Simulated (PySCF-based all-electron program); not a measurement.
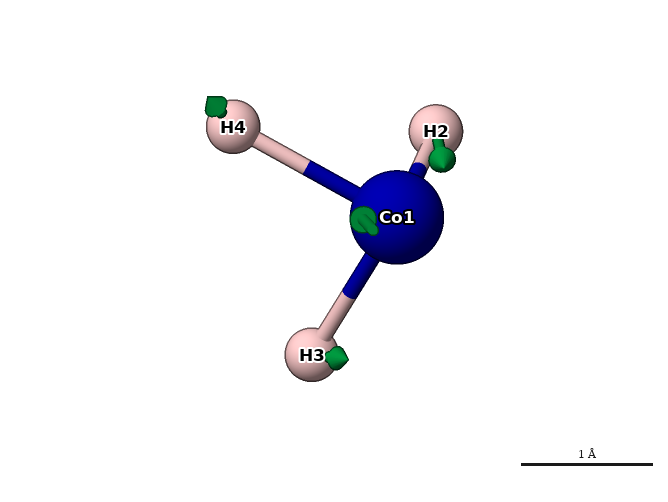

Arrows show the forces on the atoms, 3 Å of arrow for 1 eV/Å; forces under a tenth of the largest aren't drawn. Charge 0, singlet. Level of theory: PBE, all-electron, scalar-relativistic (X2C), large uncontracted Gaussian sets (PySCF-based all-electron program).

### On which atom is the force largest, and how large is it?

On Co1: 0.30 eV/Å.

### Which bond do the forces act along most?

Co1–H2, now 1.448 Å: the forces pull its atoms together, so a first step downhill shortens it.

List the force components in the frame of the picture (x right, y up, z towards the viewer), in eV/Å.

| atom | Fx | Fy | Fz |
| --- | --- | --- | --- |
| Co1 | −0.03 | 0.03 | −0.30 |
| H2 | 0.02 | −0.07 | 0.18 |
| H3 | 0.05 | −0.01 | 0.06 |
| H4 | −0.04 | 0.04 | 0.06 |
